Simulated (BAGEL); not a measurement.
**HF/6-31G(d) (density fitting with qzvpp-jkfit, spherical functions) run of AlClH2S2 (SMILES [SH][Al]([SH])[Cl])**

What is the electronic atomisation energy of AlClH2S2 at HF/6-31G* (density fitting with qzvpp-jkfit, spherical functions)? 

The results are computed with BAGEL 1.2.2.

### 1 Starting point

The species is AlClH2S2 (6 atoms), typed as a singlet with charge 0. SMILES: `[SH][Al]([SH])[Cl]`. The coordinates come from a PBE0-D4/def2-TZVP relaxation.

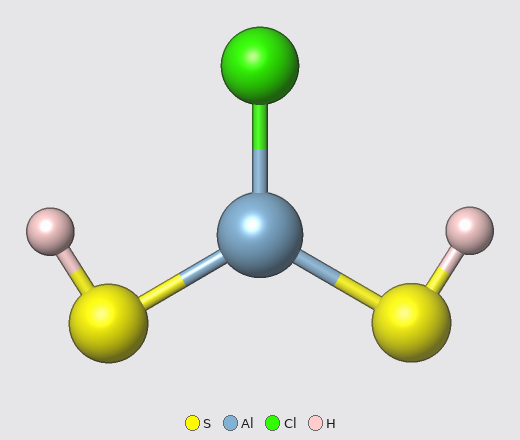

Viewed from a chosen angle; sulfur yellow, aluminium light blue, chlorine green, hydrogen pink.

### 2 The energy at HF/6-31G(d) (density fitting with qzvpp-jkfit, spherical functions)

Input file input.json:

```json
{ "bagel": [

{
  "title": "molecule",
  "basis": "6-31gs.json",
  "df_basis": "qzvpp-jkfit",
  "angstrom": true,
  "geometry": [
    { "atom": "S", "xyz": [   -0.405100,    1.744300,   -1.208200 ] },
    { "atom": "Al", "xyz": [    0.006600,   -0.011600,   -0.008000 ] },
    { "atom": "S", "xyz": [    1.212500,    0.182200,    1.781300 ] },
    { "atom": "Cl", "xyz": [   -0.753100,   -1.876800,   -0.571500 ] },
    { "atom": "H", "xyz": [   -1.135100,    1.031200,   -2.084300 ] },
    { "atom": "H", "xyz": [    1.116400,   -1.133300,    2.044500 ] }
  ]
},
{ "title": "hf" },
{ "title": "print", "file": "orbitals.molden", "orbitals": true }

]}
```

The basis set 6-31G* is read from a file made from the Basis Set Exchange's data (not shown).

Run with:

```
$ BAGEL_NUM_THREADS=1 BAGEL input.json > input.out
```

What it wrote:

```text
* using 1 threads per process

  ===============================================================
  ===============================================================

  *** Geometry ***

  { "atom" : "S", "xyz" : [     -0.765528,      3.296249,     -2.283167 ] },
  { "atom" : "Al", "xyz" : [      0.012472,     -0.021921,     -0.015118 ] },
  { "atom" : "S", "xyz" : [      2.291293,      0.344308,      3.366169 ] },
  { "atom" : "Cl", "xyz" : [     -1.423153,     -3.546638,     -1.079978 ] },
  { "atom" : "H", "xyz" : [     -2.145028,      1.948686,     -3.938756 ] },
  { "atom" : "H", "xyz" : [      2.109690,     -2.141627,      3.863545 ] },

  Number of auxiliary basis functions:      548

  Since a DF basis is specified, we compute 2- and 3-index integrals:
    o Being stored without compression. Storage requirement is 0.025 GB

  Number of basis functions:       76
  Number of electrons      :       64

    * METHOD: MOLECULE                             0.32

  *** RHF ***

  === Nuclear Repulsion ===
   298.8369769250

      * DIIS with orbital gradients will be used.

  === RHF iteration (6-31gs.json) ===
      0      -1497.67153120          0.00813823           0.11
      1      -1497.73139964          0.00280809           0.11
      2      -1497.73795909          0.00089426           0.11
      3      -1497.73881250          0.00017154           0.11
      4      -1497.73884402          0.00004563           0.11
      5      -1497.73884708          0.00000950           0.10
      6      -1497.73884726          0.00000243           0.10
      7      -1497.73884727          0.00000059           0.10
      8      -1497.73884728          0.00000020           0.10
      9      -1497.73884728          0.00000005           0.10
     10      -1497.73884728          0.00000002           0.10
     11      -1497.73884728          0.00000001           0.10
    * SCF iteration converged.

    * Permanent dipole moment:
           (    0.146674,     0.359994,     0.108877) a.u.

    * METHOD: HF                                   1.46

    * METHOD: PRINT                                0.02

  ===============================================================
```

Run time: 1.9 s. Hardware: 1 thread of Arm Neoverse V1, shared host; peak memory 0.13 GiB.

### 3 The Al atom, same level

Input file hf.json:

```json
{ "bagel": [

{
  "title": "molecule",
  "basis": "6-31gs.json",
  "df_basis": "qzvpp-jkfit",
  "angstrom": true,
  "geometry": [
    { "atom": "Al", "xyz": [       0.000000,       0.000000,       0.000000 ] }
  ]
},

{ "title": "uhf", "nopen": 1 },

{ "title": "print", "file": "orbitals.molden", "orbitals": true }

]}
```

The basis set 6-31G* is read from a file made from the Basis Set Exchange's data (not shown).

Run the same way, it converges to -241.85635 Eh (log not shown).

### 4 The Cl atom at the same level

Input file calc.json:

```json
{ "bagel": [

{
  "title": "molecule",
  "basis": "6-31gs.json",
  "df_basis": "qzvpp-jkfit",
  "angstrom": "true",
  "geometry": [
    { "atom": "Cl", "xyz": [    0.000000,    0.000000,    0.000000 ] }
  ]
},
{
  "title": "uhf",
  "charge": 0,
  "nopen": 1
},
{
  "title": "print",
  "file": "orbitals.molden",
  "orbitals": "true"
}

]}
```

The basis set 6-31G* is read from a file made from the Basis Set Exchange's data (not shown).

Run the same way, it converges to -459.44651 Eh (log not shown).

### 5 The H atom at the same level

Input file input.json:

```json
{ "bagel" : [

{
  "title" : "molecule",
  "basis" : "6-31gs.json",
  "df_basis" : "qzvpp-jkfit",
  "angstrom" : true,
  "geometry" : [
    { "atom" : "H", "xyz" : [       0.000000,       0.000000,       0.000000 ] }
  ]
},

{
  "title" : "uhf",
  "charge" : 0,
  "nopen" : 1
},

{
  "title" : "print",
  "file" : "orbitals.molden",
  "orbitals" : true
}

]}
```

The basis set 6-31G* is read from a file made from the Basis Set Exchange's data (not shown).

Run with:

```
$ BAGEL_NUM_THREADS=1 BAGEL input.json > input.out
```

What it wrote:

```text
* using 1 threads per process

  ===============================================================
  ===============================================================

  *** Geometry ***

  { "atom" : "H", "xyz" : [      0.000000,      0.000000,      0.000000 ] },

  Number of auxiliary basis functions:       18

  Since a DF basis is specified, we compute 2- and 3-index integrals:
    o Being stored without compression. Storage requirement is 0.000 GB

  Number of basis functions:        2
  Number of electrons      :        1

    * METHOD: MOLECULE                             0.01

  *** Open-shell HF ***

  === Nuclear Repulsion ===
     0.0000000000

      * DIIS with orbital gradients will be used.

  === UHF iteration (6-31gs.json) ===
      0         -0.49072816          0.08996690           0.00
      1         -0.49744587          0.02923745           0.00
      2         -0.49815036          0.00947238           0.00
      3         -0.49823291          0.00000000           0.00
    * SCF iteration converged.

    * S^2 (UHF) is 0.7500

    * Permanent dipole moment:
           (    0.000000,     0.000000,     0.000000) a.u.

    * METHOD: UHF                                  0.01

    * METHOD: PRINT                                0.00

  ===============================================================
```

It took 0.14 s on 1 thread of Arm Neoverse V1, shared host.

### 6 The S atom, same level

Input file input.json:

```json
{ "bagel" : [

{
  "title" : "molecule",
  "basis" : "6-31gs.json",
  "df_basis" : "qzvpp-jkfit",
  "angstrom" : true,
  "geometry" : [
    { "atom" : "S", "xyz" : [       0.000000,       0.000000,       0.000000 ] }
  ]
},

{
  "title" : "uhf",
  "nopen" : 2
},

{
  "title" : "print",
  "file" : "orbitals.molden",
  "orbitals" : true
}

]}
```

The basis set 6-31G* is read from a file made from the Basis Set Exchange's data (not shown).

Run with:

```
$ BAGEL_NUM_THREADS=1 BAGEL input.json > input.out
```

What it wrote:

```text
* using 1 threads per process

  ===============================================================
  ===============================================================

  *** Geometry ***

  { "atom" : "S", "xyz" : [      0.000000,      0.000000,      0.000000 ] },

  Number of auxiliary basis functions:      128

  Since a DF basis is specified, we compute 2- and 3-index integrals:
    o Being stored without compression. Storage requirement is 0.000 GB

  Number of basis functions:       18
  Number of electrons      :       16

    * METHOD: MOLECULE                             0.02

  *** Open-shell HF ***

  === Nuclear Repulsion ===
     0.0000000000

      * DIIS with orbital gradients will be used.

  === UHF iteration (6-31gs.json) ===
      0       -397.46373833          0.00967745           0.00
      1       -397.47362110          0.00244437           0.00
      2       -397.47450265          0.00081301           0.00
      3       -397.47464336          0.00019969           0.00
      4       -397.47465112          0.00004384           0.00
      5       -397.47465152          0.00000274           0.00
      6       -397.47465154          0.00000034           0.00
      7       -397.47465155          0.00000017           0.00
      8       -397.47465155          0.00000004           0.00
      9       -397.47465155          0.00000000           0.00
    * SCF iteration converged.

    * S^2 (UHF) is 2.0057

    * Permanent dipole moment:
           (    0.000000,    -0.000000,    -0.000000) a.u.

    * METHOD: UHF                                  0.03

    * METHOD: PRINT                                0.00

  ===============================================================
```

It took 0.16 s on 1 thread of Arm Neoverse V1, shared host.

### 7 Results

Level: HF/6-31G* (density fitting with qzvpp-jkfit, spherical functions).

| quantity | value |
| --- | --- |
| molecule: total energy | -1497.73885 Eh |
| molecule: dipole moment | 1.03 D |
| molecule: HOMO energy | -10.66 eV |
| molecule: LUMO energy | 1.98 eV |
| molecule: HOMO–LUMO gap | 12.63 eV |
| Al atom: total energy | -241.85635 Eh |
| Al atom: dipole moment | 0.00 D |
| Al atom: ⟨S²⟩ | 0.757 |
| Cl atom: total energy | -459.44651 Eh |
| Cl atom: dipole moment | 0.00 D |
| Cl atom: ⟨S²⟩ | 0.755 |
| H atom: total energy | -0.49823 Eh |
| H atom: dipole moment | 0.00 D |
| H atom: ⟨S²⟩ | 0.750 |
| S atom: total energy | -397.47465 Eh |
| S atom: dipole moment | 0.00 D |
| S atom: ⟨S²⟩ | 2.006 |
| electronic atomisation energy | 13.340 eV |

Taking the molecule apart into free atoms costs 13.34 eV (308 kcal/mol), before zero-point energy and without spin-orbit coupling. Hartree–Fock lacks the correlation of the bonding pairs, which as a rule makes this value much too low; in minimal bases other errors can mask that.
